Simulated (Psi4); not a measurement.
**CH4Si (SMILES C[SiH]): B2PLYP/def2-TZVP (density fitting for correlation)**

What is the energy change on altering one bond length of CH4Si at B2PLYP/def2-TZVP (density fitting for correlation)? 

The results are computed with Psi4 1.11.

1 further run of the same task is left out (set aside as unsound or not needed).

## (1) The structure to begin with

CH4Si: 6 atoms, total charge 0, spin state singlet. As SMILES, `C[SiH]`. The shape is that of a PBE0-D4/def2-TZVP optimisation.

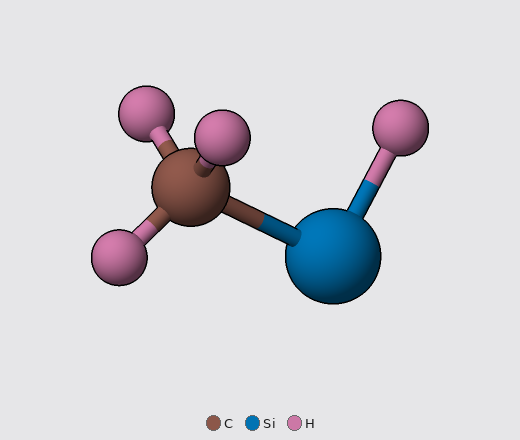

The structure, seen from a chosen angle (carbon brown, silicon blue, hydrogen pink).

## (2) A single-point energy at B2PLYP/def2-TZVP (density fitting for correlation)

Input file job.json:

```json
{
 "schema_name": "qcschema_input",
 "schema_version": 1,
 "molecule": {
  "schema_name": "qcschema_molecule",
  "schema_version": 2,
  "symbols": ["C", "Si", "H", "H", "H", "H"],
  "geometry": [-0.17668939, -0.69163976, -0.69976558, 1.73344577, 0.39646454, 2.12083963, -2.18622415, -0.77497668, -0.19313001, 0.40629112, -2.52391821, -1.44186103, -0.04535343, 0.72187538, -2.21249135, 0.26871905, 2.87238371, 2.42640834],
  "molecular_charge": 0,
  "molecular_multiplicity": 1,
  "fix_symmetry": "c1"
 },
 "driver": "energy",
 "model": {
  "method": "b2plyp",
  "basis": "def2-TZVP"
 },
 "keywords": {
  "puream": true,
  "e_convergence": 1e-09,
  "d_convergence": 1e-08,
  "scf_type": "pk",
  "dft_radial_points": 99,
  "dft_spherical_points": 590,
  "num_frozen_docc": 6
 }
}
```

Launch:

```console
$ psi4 --qcschema job.json -n 1 --memory 2200MB
```

stdout:

```text
[...]
  Running in c1 symmetry.
[...]
  Nuclear repulsion =   48.603693730984361
[...]
  Multiplicity = 1
[...]
  Nalpha       = 12
  Nbeta        = 12
[...]
    Number of basis functions: 92
[...]
   @RKS iter   1:  -329.53232023067733   -4.54416e-01   6.52972e-03 DIIS/ADIIS
[...]
   @RKS iter  10:  -329.70144125002099   -5.74119e-12   5.13869e-09 DIIS
[...]
    Orbital Energies [Eh]
    ---------------------
    Doubly Occupied:
       1A    -67.235444     2A    -10.596252     3A     -5.631880
       4A     -3.887910     5A     -3.882598     6A     -3.880468
       7A     -0.804290     8A     -0.542533     9A     -0.474936
      10A     -0.468782    11A     -0.366353    12A     -0.263863
[...]
  @RKS Final Energy:  -329.70144125002099
   => Energetics <=
    Nuclear Repulsion Energy =             48.6036937309843609
    One-Electron Energy =                -551.0407855364500165
    Two-Electron Energy =                 186.0051460787289273
    DFT Exchange-Correlation Energy =     -13.2694955232842293
    Empirical Dispersion Energy =           0.0000000000000000
    VV10 Nonlocal Energy =                  0.0000000000000000
    Total Energy =                       -329.7014412500209914
[...]
 Multipole Moments:
 ------------------------------------------------------------------------------------
     Multipole            Electronic (a.u.)      Nuclear  (a.u.)        Total (a.u.)
 ------------------------------------------------------------------------------------
 L = 1.  Multiply by 2.5417464519 to convert [e a0] to [Debye]
 Dipole X            :          2.5291491           -2.7843295           -0.2551804
 Dipole Y            :         -0.0731813            0.0109674           -0.0622139
 Dipole Z            :          2.6109737           -2.9256978           -0.3147241
 Magnitude           :                                                    0.4099254
[...]
```

The result, in JSON:

```text
{
 "driver": "energy",
 "model": {
  "method": "b2plyp",
  "basis": "def2-TZVP"
 },
 "success": true,
 "return_result": -329.792339684323,
 "properties": {
  "calcinfo_nbasis": 92,
  "calcinfo_nmo": 92,
  "calcinfo_nalpha": 12,
  "calcinfo_nbeta": 12,
  "calcinfo_natom": 6,
  "nuclear_repulsion_energy": 48.60369373098436,
  "return_energy": -329.792339684323,
  "scf_one_electron_energy": -551.04078553645,
  "scf_two_electron_energy": 186.00514607872893,
  "scf_xc_energy": -13.26949552328423,
  "scf_dipole_moment": [-0.25518040293512234, -0.062213909552665814, -0.31472408325718737],
  "scf_total_energy": -329.701441250021,
  "scf_iterations": 10
 }
}
```

It took 12 s on 1 thread of Intel Xeon at 2.60GHz (Ice Lake), shared host; peak memory 1.2 GiB.

## (3) The distorted shape at the same level

Input file ch4si.xyz:

```xyz
6
CH4Si
C      1.182545    -0.313081    -0.692011
Si     2.193345     0.262719     0.800589
H     -1.156900    -0.410100    -0.102200
H      1.491045    -1.282681    -1.084711
H      1.252045     0.434919    -1.492511
H      1.418245     1.572919     0.962289
```

Input file run.py:

```python
import numpy as np
from ase.calculators.psi4 import Psi4
from ase.io import read

a = read('ch4si.xyz')
calc = Psi4(atoms=a, method='b2plyp', basis='def2-TZVP', memory='2200MB', num_threads=1, charge=0, multiplicity=1, label='psi4-calc')
calc.psi4.set_options({'puream': True, 'e_convergence': 1e-09, 'd_convergence': 1e-08, 'scf_type': 'pk', 'dft_radial_points': 99, 'dft_spherical_points': 590, 'num_frozen_docc': 6})
a.calc = calc

print(f'energy: {a.get_potential_energy():.6f} eV')
```

Launch:

```console
$ python run.py
```

psi4-calc.dat:

```text
[...]
  Running in c1 symmetry.
[...]
  Nuclear repulsion =   45.863788213687393
[...]
  Multiplicity = 1
[...]
  Nalpha       = 12
  Nbeta        = 12
[...]
    Number of basis functions: 92
[...]
   @RKS iter   1:  -329.15002989352763   -3.72217e-01   7.65570e-03 ADIIS/DIIS
[...]
   @RKS iter  13:  -329.52320437320213   -4.88853e-12   3.82334e-09 DIIS
[...]
    Orbital Energies [Eh]
    ---------------------
    Doubly Occupied:
       1A    -67.254877     2A    -10.672045     3A     -5.650547
       4A     -3.906265     5A     -3.901364     6A     -3.899482
       7A     -0.797131     8A     -0.557750     9A     -0.500859
      10A     -0.388335    11A     -0.325147    12A     -0.267969
[...]
  @RKS Final Energy:  -329.52320437320213
   => Energetics <=
    Nuclear Repulsion Energy =             45.8637882136873927
    One-Electron Energy =                -545.0997383825557563
    Two-Electron Energy =                 182.8826908140641194
    DFT Exchange-Correlation Energy =     -13.1699450183978666
    Empirical Dispersion Energy =           0.0000000000000000
    VV10 Nonlocal Energy =                  0.0000000000000000
    Total Energy =                       -329.5232043732021339
[...]
 Multipole Moments:
 ------------------------------------------------------------------------------------
     Multipole            Electronic (a.u.)      Nuclear  (a.u.)        Total (a.u.)
 ------------------------------------------------------------------------------------
 L = 1.  Multiply by 2.5417464519 to convert [e a0] to [Debye]
 Dipole X            :          4.3754950           -3.8703649            0.5051301
 Dipole Y            :          0.0893444           -0.0340717            0.0552727
 Dipole Z            :          2.4097698           -2.6518912           -0.2421214
 Magnitude           :                                                    0.5628804
[...]
```

The script printed:

```text
energy: -8969.591716 eV
```

Run time: 13 s. Hardware: 1 thread of Intel Xeon at 2.60GHz (Ice Lake), shared host; peak memory 1.2 GiB.

## (4) Results

Level: B2PLYP/def2-TZVP (density fitting for correlation), 6 core orbitals frozen.

| quantity | value |
| --- | --- |
| first shape: total energy | -329.79234 Eh |
| first shape: HOMO energy (SCF part's orbitals) | -7.18 eV |
| first shape: LUMO energy (SCF part's orbitals) | -1.29 eV |
| first shape: HOMO–LUMO gap (SCF part's orbitals) | 5.89 eV |
| distorted shape: total energy | -329.62642 Eh |
| distorted shape: HOMO energy (SCF part's orbitals) | -7.29 eV |
| distorted shape: LUMO energy (SCF part's orbitals) | -2.76 eV |
| distorted shape: HOMO–LUMO gap (SCF part's orbitals) | 4.54 eV |
| energy change with the C1–H3 bond stretched from 1.098 to 2.415 Å | 4.515 eV |

**Reading.** With the C1–H3 bond stretched from 1.098 to 2.415 Å the energy rises by 4.51 eV (436 kJ/mol). The first shape isn't relaxed at this level, so the change isn't measured from a minimum. A restricted reference can't describe the breaking bond well at this length.
